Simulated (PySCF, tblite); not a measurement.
# C7H9ClSi: geometry, infrared bands and NMR shifts

Wanted: the infrared bands and NMR shifts of C7H9ClSi (`C#C[C@@H]1C=C[C@H](Cl)[C@H]1[SiH3]`), by calculation.

Computed with tblite 0.8.0 and PySCF 2.14.0, with density-fitted response routines of our own, on a single molecule in the gas phase. Atoms are numbered from 0 throughout.

### Step 1. The starting structure

18 atoms, charge 0, multiplicity 1; geometry from: force field or distance geometry start.

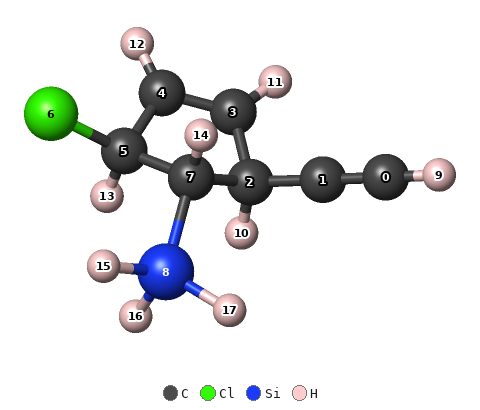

The starting geometry (carbon dark grey, chlorine green, silicon blue, hydrogen pink), atoms numbered.

### Step 2. Relaxing the molecule with GFN2-xTB

What the job is given:

```
{"job": {"kind": "relax", "xc": "GFN2-xTB", "basis": "xTB"}, "charge": 0, "multiplicity": 1}
C      2.845200    -1.493100    -0.355600
C      1.876700    -0.752900    -0.582300
C      0.754100     0.104600    -0.837200
C      1.030200     1.523200    -0.428800
C     -0.055200     2.075700     0.100300
C     -1.171400     1.070500     0.051200
Cl    -2.304400     1.250200     1.381400
C     -0.362600    -0.231000     0.114300
Si    -1.471700    -1.584700    -0.556200
H      3.674200    -2.115300    -0.165900
H      0.395400     0.050200    -1.891600
H      1.996200     1.977500    -0.531500
H     -0.087000     3.098300     0.475000
H     -1.630200     1.169400    -0.948900
H     -0.058500    -0.383300     1.154100
H     -2.619300    -1.827100     0.352700
H     -2.068800    -1.086700    -1.812900
H     -0.752000    -2.839300    -0.794700
```

The run is started by

```console
$ OMP_NUM_THREADS=1 python probes_run.py task.json out
```

One launch serves the whole session: the jobs run in the order shown.

**Question.** This job is followed by: GFN2-xTB harmonic vibrations, gas phase; GIAO PBE0/pcSseg-1 NMR shielding, non-relativistic, gas phase. Predict these results of the whole session: strongest single infrared mode (GFN2-xTB); zero-point energy (GFN2-xTB); 13C shifts against TMS (PBE0/pcSseg-1); 1H shifts against TMS (PBE0/pcSseg-1, means over atoms taken as alike); 35Cl shifts against HCl (PBE0/pcSseg-1); 29Si shifts against TMS (PBE0/pcSseg-1).

**Answer**, as computed:

```
                                                              quantity                                           value
                             strongest single infrared mode (GFN2-xTB)                            783 cm⁻¹, 326 km/mol
                                          zero-point energy (GFN2-xTB)                                   80.0 kcal/mol
                                13C shifts against TMS (PBE0/pcSseg-1)  143.7, 142.6, 90.1, 77.5, 72.2, 43.6, 41.7 ppm
1H shifts against TMS (PBE0/pcSseg-1, means over atoms taken as alike)    6.05, 6.03, 4.72, 4.05, 3.38, 1.89, 1.72 ppm
                               35Cl shifts against HCl (PBE0/pcSseg-1)                                         213 ppm
                               29Si shifts against TMS (PBE0/pcSseg-1)                                       -68.9 ppm
```

The optimisation took 93 steps and gained 0.499 eV; among the close pairs (by a distance rule), C2–C7 changed most, from 1.505 to 1.551 Å. No mode is imaginary among the 48: a minimum at this level. GFN2-xTB is a fitted tight-binding method: band positions and strengths are rough. Its intensities can rank the bands wrongly. At PBE0/pcSseg-1: Shielding is most anisotropic at Cl6 (span 542 ppm, paramagnetic term -411 ppm).
